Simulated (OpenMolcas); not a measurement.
## Single-point calculation, with input and output: CH3Cl

The run: single-point calculation of CH3Cl, multiplicity 3. Method and program: FCI/STO-3G, ROHF (OpenMolcas 26.06).

The geometry is that of the parent species in another charge or spin state. The geometry comes from this level: PBE0-D4/def2-TZVP.

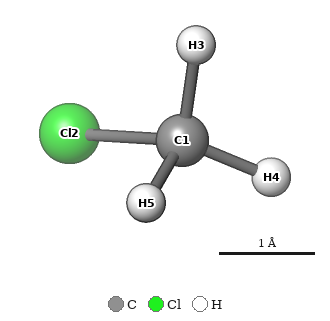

The structure as given in the input (ball-and-stick view, seen at a tilt; atoms are numbered from 1 in the order of the input).

The input
```
>>> EXPORT MOLCAS_PRINT=2

&GATEWAY
  BASLIB=$CurrDir
  COORD=coord.xyz
  BASIS=STO-3G
  GROUP=NoSym

&SEWARD

&RASSCF
  FILEORB=$CurrDir/step1.RasOrb
  SPIN=3
  NACTEL=14 0 0
  INACTIVE=6
  RAS2=11
  CIROOT=3 3 1
  ORBLISTING=Nothing
  ORBAPPEAR=Compact
  CIONLY
```

File coord.xyz
```
5

C     -0.120900     0.010000     0.051300
Cl     1.469400    -0.290800    -0.672500
H     -0.284800    -0.715400     0.844700
H     -0.880000    -0.097100    -0.720100
H     -0.133800     1.019700     0.455100
```

Launched with:
```bash
export MOLCAS_MEM=1860
pymolcas step2.input > step2.log
```

Log
```
--- Start Module: gateway ---

                                              &GATEWAY

                       available to each process: 1.9 GB of memory, 1 thread

 Basis Set     1 Label: C.STO-3G
 Basis set is read from library:.
 basistype.tbl is not found

 Basis Set     2 Label: CL.STO-3G
 Basis set is read from library:.
 basistype.tbl is not found

 Basis Set     3 Label: H.STO-3G
 Basis set is read from library:.
 basistype.tbl is not found

++    Symmetry information:
      ---------------------

                    Character Table for C1

                             E
                    a        1  x, y, xy, Rz, z, xz, Ry, yz, Rx, I
--

++    Basis set information:
      ----------------------

      Basis set label: C.STO-3G.........

      Electronic valence basis set:
      ------------------
      Associated Effective Charge   6.000000 au
      Associated Actual Charge      6.000000 au
      Nuclear Model: Point charge

      Shell  nPrim  nBasis  Cartesian Spherical Contaminant
         s       6       2        X
         p       3       1        X

      Basis set label: CL.STO-3G.........

      Electronic valence basis set:
      ------------------
      Associated Effective Charge  17.000000 au
      Associated Actual Charge     17.000000 au
      Nuclear Model: Point charge

      Shell  nPrim  nBasis  Cartesian Spherical Contaminant
         s       9       3        X
         p       6       2        X

      Basis set label: H.STO-3G.........

      Electronic valence basis set:
      ------------------
      Associated Effective Charge   1.000000 au
      Associated Actual Charge      1.000000 au
      Nuclear Model: Point charge

      Shell  nPrim  nBasis  Cartesian Spherical Contaminant
         s       3       1        X
--

++    Molecular structure info:
      -------------------------

                    ************************************************
                    **** Cartesian Coordinates / bohr, angstrom ****
                    ************************************************

     Center  Label                x              y              z                     x              y              z
        1      C1              -0.228468       0.018897       0.096943             -0.120900       0.010000       0.051300
        2      CL2              2.776764      -0.549532      -1.270841              1.469400      -0.290800      -0.672500
        3      H3              -0.538194      -1.351910       1.596252             -0.284800      -0.715400       0.844700
        4      H4              -1.662959      -0.183492      -1.360792             -0.880000      -0.097100      -0.720100
        5      H5              -0.252845       1.926954       0.860014             -0.133800       1.019700       0.455100

                    ***************************************
                    *    InterNuclear Distances / bohr    *
                    ***************************************

               1 C1            2 CL2           3 H3            4 H4            5 H5
    1 C1       0.000000
    2 CL2      3.350427        0.000000
    3 H3       2.054987        4.455668        0.000000
    4 H4       2.055168        4.455694        3.372596        0.000000
    5 H5       2.055128        4.455565        3.372598        3.372593        0.000000

                    *******************************************
                    *    InterNuclear Distances / angstrom    *
                    *******************************************

               1 C1            2 CL2           3 H3            4 H4            5 H5
    1 C1       0.000000
    2 CL2      1.772970        0.000000
    3 H3       1.087452        2.357838        0.000000
    4 H4       1.087548        2.357852        1.784701        0.000000
    5 H5       1.087527        2.357783        1.784702        1.784699        0.000000

                    **************************************
                    *    Valence Bond Angles / degree    *
                    **************************************
                          Atom centers                 Phi
                      3 H3       1 C1       4 H4       110.28
                      3 H3       1 C1       5 H5       110.28
                      4 H4       1 C1       5 H5       110.27
--

            Nuclear Potential Energy             51.53828714 au

--- Stop Module: gateway /rc=_RC_ALL_IS_WELL_ ---

--- Start Module: seward ---

                                              &SEWARD

                       available to each process: 1.9 GB of memory, 1 thread

               SEWARD will generate:
                  Multipole Moment integrals up to order  2
                  Kinetic Energy integrals
                  Nuclear Attraction integrals (point charge)
                  One-Electron Hamiltonian integrals
                  Velocity integrals
                  Orbital angular momentum around (  1.8380  -0.3720  -0.8436 )
                  Velocity quadrupole around (  1.8380  -0.3720  -0.8436 )
                  Two-Electron Repulsion integrals

                   Integrals are discarded if absolute value <: 1.00E-14
                   Integral cutoff threshold is set to       <: 1.00E-16

            Nuclear Potential Energy             51.53828714 au

      Basis set specifications :
      Symmetry species         a
      Basis functions           17

--- Stop Module: seward /rc=_RC_ALL_IS_WELL_ ---

--- Start Module: rasscf ---

                                              &RASSCF

                       available to each process: 1.9 GB of memory, 1 thread

      Header of the ONEINT file:
      --------------------------

      OrdInt status: non-squared

      Cartesian coordinates in angstrom:
      -----------------------------------------------------
      No.  Label        X            Y            Z
      -----------------------------------------------------
       1   C1        -0.12090000   0.01000000   0.05130000
       2   CL2        1.46940000  -0.29080000  -0.67250000
       3   H3        -0.28480000  -0.71540000   0.84470000
       4   H4        -0.88000000  -0.09710000  -0.72010000
       5   H5        -0.13380000   1.01970000   0.45510000
      -----------------------------------------------------
      Nuclear repulsion energy =   51.53828714

++    Wave function specifications:
      -----------------------------

      Number of closed shell electrons          12
      Number of electrons in active shells      14
      Max number of holes in RAS1 space          0
      Max nr of electrons in RAS3 space          0
      Number of inactive orbitals                6
      Number of active orbitals                 11
      Number of secondary orbitals               0
      Spin quantum number                      1.0
      State symmetry                             1
--

++    Orbital specifications:
      -----------------------

      Symmetry species                           1
                                                 a
      Frozen orbitals                            0
      Inactive orbitals                          6
      Active orbitals                           11
      RAS1 orbitals                              0
      RAS2 orbitals                             11
      RAS3 orbitals                              0
      Secondary orbitals                         0
      Deleted orbitals                           0
      Number of basis functions                 17
--

++    CI expansion specifications:
      ----------------------------

      Number of CSFs                         50820
      Number of determinants                 76230
      Number of root(s) required                 3
      Root chosen for geometry opt.              3
      CI roots used                              1     2     3
      weights                                0.333 0.333 0.333
      highest root included in the CI            3
      max. size of the explicit Hamiltonian    200
--

++    Optimization specifications:
      ----------------------------

      RASSCF algorithm: Conventional
      Maximum number of macro iterations       200
      Maximum number of SX iterations          100
      Threshold for RASSCF energy            1.000E-08
      Threshold for max MO rotation          1.000E-01
      Threshold for max BLB element          1.000E-04
      Level shift parameter                  5.000E-01
      Make Quasi-Newton update
--

      The MO-coefficients are taken from the file:
      step1.RasOrb
      Title: RASSCF canonical orbitals for CASPT2

      Total molecular charge    0.00

      ************************************************************************************************************************
      *                                            Wave function control section                                             *
      ************************************************************************************************************************

                                         CASCI only, no orbital optimization will be done.
                                         -------------------------------------------------

          iter iter root      energy       change     param      element    value   shift minimum  type update hh:mm:ss
 Nr of preliminary CI iterations:  10
        1   1    0    0  -493.44572700    0.00E+00   0.00E+00    5  10 1 -5.67E-03*  0.00   0.00    SX    NO    0:00:07

      ************************************************************************************************************************
                                                      Wave function printout:
                       occupation of active orbitals, and spin coupling of open shells (u,d: Spin up or down)
      ************************************************************************************************************************

      Note: transformation to natural orbitals
      has been made, which may change the order of the CSFs.

      printout of CI-coefficients larger than  0.05 for root  1
      energy=    -493.469688
      conf/sym  11111111111     Coeff  Weight
             1  222222uu000   0.97878 0.95802
           583  222202uu200  -0.06479 0.00420

      printout of CI-coefficients larger than  0.05 for root  2
      energy=    -493.469648
      conf/sym  11111111111     Coeff  Weight
            11  22222u2u000  -0.87442 0.76461
           161  22u2222u000   0.43981 0.19343
          3252  22220u2u200   0.05778 0.00334

      printout of CI-coefficients larger than  0.05 for root  3
      energy=    -493.397845
      conf/sym  11111111111     Coeff  Weight
           111  222u222u000  -0.95864 0.91899
           211  2u22222u000  -0.16282 0.02651
           261  u222222u000  -0.05062 0.00256
          5727  222u022u200  -0.06442 0.00415

      Natural orbitals and occupation numbers for root  1
      sym 1:   1.999838   1.981385   1.974008   1.995290   1.973777   1.999796   1.002999   1.003151   0.023164   0.024052
               0.022541

      Natural orbitals and occupation numbers for root  2
      sym 1:   1.999838   1.981384   1.973790   1.995290   1.973995   1.002992   1.999796   1.003160   0.024035   0.023222
               0.022498

      Natural orbitals and occupation numbers for root  3
      sym 1:   1.998983   1.980282   1.970860   1.009039   1.970851   1.999684   1.999684   0.993194   0.026709   0.026700
               0.024015

      ************************************************************************************************************************
      *                                                    Final results                                                     *
      ************************************************************************************************************************

++    Final optimization conditions:
      ------------------------------

      Average CI energy                            -493.44572700
      RASSCF energy for state  3                   -493.39784473
      Super-CI energy                                 0.00000000
      RASSCF energy change                            0.00000000
      Max change in MO coefficients               0.000E+00
      Max non-diagonal density matrix element     0.000E+00
      Maximum BLB matrix element                 -5.670E-03
      (orbital pair   5,  10 in symmetry   1)
      Norm of electronic gradient            2.154E-02
--

      Final state energy(ies):
      ------------------------

::    RASSCF root number  1 Total energy:   -493.46968810
::    RASSCF root number  2 Total energy:   -493.46964816
::    RASSCF root number  3 Total energy:   -493.39784473
      Von Neumann Entropy (Root   1) =  1.27720

      Mulliken population analysis for root number:  1
      -----------------------------------------------

++    Molecular charges:
      ------------------

      Mulliken charges per centre
      ---------------------------

                C1      CL2     H3      H4      H5
      Total    6.2650 16.8204  0.9803  0.9672  0.9671

      N-E     -0.2650  0.1796  0.0197  0.0328  0.0329

      Total electronic charge=   26.000000

      Total            charge=   -0.000000
--

      Expectation values of various properties for root number:  1
      -----------------------------------------------------------

++    Molecular properties:
      ---------------------

      Charge (e):
                      =   -0.0000
      Dipole Moment (debye):
      Origin of the operator (angstrom)=    0.9726   -0.1968   -0.4464
                   X=  7.3772E-01               Y= -8.3678E-02               Z= -3.8807E-01           Total=  8.3775E-01
      Quadrupole Moment (debye*angstrom):
      Origin of the operator (angstrom)=    0.9726   -0.1968   -0.4464
                  XX= -1.9481E+01              XY=  5.6332E-01              XZ=  1.0375E+00              YY= -1.8068E+01
                  YZ=  6.6448E-01              ZZ= -1.8294E+01
      In traceless form (debye*angstrom)
                  XX= -1.2996E+00              XY=  8.4499E-01              XZ=  1.5562E+00              YY=  8.1975E-01
                  YZ=  9.9672E-01              ZZ=  4.7986E-01
--

      Mulliken spin population analysis for root number:  1
      ---------------------------------------------------

++    Molecular charges:
      ------------------

      Mulliken spin population per centre
      ---------------------------

                C1      CL2     H3      H4      H5
      Total    0.9167  1.1701 -0.0522 -0.0174 -0.0172

      Total electronic spin=    2.000000
--

      Von Neumann Entropy (Root   2) =  1.27720

      Mulliken population analysis for root number:  2
      -----------------------------------------------

++    Molecular charges:
      ------------------

      Mulliken charges per centre
      ---------------------------

                C1      CL2     H3      H4      H5
      Total    6.2651 16.8204  0.9628  0.9759  0.9760

      N-E     -0.2651  0.1796  0.0372  0.0241  0.0240

      Total electronic charge=   26.000000

      Total            charge=   -0.000000
--

      Expectation values of various properties for root number:  2
      -----------------------------------------------------------

++    Molecular properties:
      ---------------------

      Charge (e):
                      =   -0.0000
      Dipole Moment (debye):
      Origin of the operator (angstrom)=    0.9726   -0.1968   -0.4464
                   X=  7.5941E-01               Y= -1.9950E-01               Z= -2.9325E-01           Total=  8.3815E-01
      Quadrupole Moment (debye*angstrom):
      Origin of the operator (angstrom)=    0.9726   -0.1968   -0.4464
                  XX= -1.9822E+01              XY=  1.0647E-01              XZ=  5.7440E-01              YY= -1.7820E+01
                  YZ= -9.6970E-01              ZZ= -1.8200E+01
      In traceless form (debye*angstrom)
                  XX= -1.8121E+00              XY=  1.5971E-01              XZ=  8.6160E-01              YY=  1.1914E+00
                  YZ= -1.4545E+00              ZZ=  6.2073E-01
--

      Mulliken spin population analysis for root number:  2
      ---------------------------------------------------

++    Molecular charges:
      ------------------

      Mulliken spin population per centre
      ---------------------------

                C1      CL2     H3      H4      H5
      Total    0.9166  1.1702 -0.0057 -0.0404 -0.0407

      Total electronic spin=    2.000000
--

      Von Neumann Entropy (Root   3) =  1.29943

      Mulliken population analysis for root number:  3
      -----------------------------------------------

++    Molecular charges:
      ------------------

      Mulliken charges per centre
      ---------------------------

                C1      CL2     H3      H4      H5
      Total    6.1854 16.9893  0.9418  0.9418  0.9418

      N-E     -0.1854  0.0107  0.0582  0.0582  0.0582

      Total electronic charge=   26.000000

      Total            charge=   -0.000000
--

      Expectation values of various properties for root number:  3
      -----------------------------------------------------------

++    Molecular properties:
      ---------------------

      Charge (e):
                      =   -0.0000
      Dipole Moment (debye):
      Origin of the operator (angstrom)=    0.9726   -0.1968   -0.4464
                   X= -1.6460E-01               Y=  3.1209E-02               Z=  7.4921E-02           Total=  1.8352E-01
      Quadrupole Moment (debye*angstrom):
      Origin of the operator (angstrom)=    0.9726   -0.1968   -0.4464
                  XX= -1.7230E+01              XY= -2.4912E-01              XZ= -5.9955E-01              YY= -1.8501E+01
                  YZ=  1.1334E-01              ZZ= -1.8275E+01
      In traceless form (debye*angstrom)
                  XX=  1.1573E+00              XY= -3.7369E-01              XZ= -8.9933E-01              YY= -7.4792E-01
                  YZ=  1.7001E-01              ZZ= -4.0933E-01
--

      Mulliken spin population analysis for root number:  3
      ---------------------------------------------------

++    Molecular charges:
      ------------------

      Mulliken spin population per centre
      ---------------------------

                C1      CL2     H3      H4      H5
      Total    1.1345  0.9950 -0.0432 -0.0432 -0.0432

      Total electronic spin=    2.000000
--

      Average orbitals are written to the RASORB file
      Natural orbitals for root   1 are written to the RASORB.1 file
      Natural orbitals for root   2 are written to the RASORB.2 file
      Natural orbitals for root   3 are written to the RASORB.3 file
      Spin density orbitals for root   1 are written to the SPDORB.1 file
      Spin density orbitals for root   2 are written to the SPDORB.2 file
      Spin density orbitals for root   3 are written to the SPDORB.3 file

--- Stop Module: rasscf /rc=_RC_ALL_IS_WELL_ ---
           step2.SpdOrb.1 step2.SpdOrb.2 step2.SpdOrb.3 xmldump
--- Module rasscf spent 10 seconds ---

.##################.
.# Happy landing! #.
.##################.

    Timing: Wall=11.00 User=10.26 System=0.74
```

Key numbers

```tsv
quantity	value
outcome	converged
total energy	−493.469688 hartree
basis functions	17
hardware	1 thread of Arm Neoverse V1, 24 GiB of memory available, shared host
wall time	11 s
peak memory	0.37 GiB
```
